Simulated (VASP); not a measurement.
Data:

```
Mo
1.0
   -1.57341     1.57341     1.57341
    1.57341    -1.57341     1.57341
    1.57341     1.57341    -1.57341
Mo
1
Direct
  0.00000   0.00000   0.00000
```

Computed with r2SCAN+rVV10, VASP's PBE PAW potentials (set 64) (plane waves; VASP). Numerical set-up: 400 eV cut-off, 18×18×18 Γ-centred mesh, tetrahedra with Blöchl corrections, potentials Mo_sv.

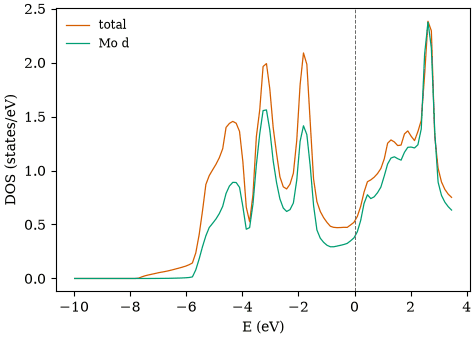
*Total and projected density of states, zero at the Fermi level*

Within 2 eV below the Fermi level the largest weight inside VASP's projection spheres is Mo d.

It has no gap at this level: it comes out as a metal or semimetal.

The structure comes from a measured Mo entry (Im-3m) of the Crystallography Open Database, whose conditions weren't checked. It was relaxed first.
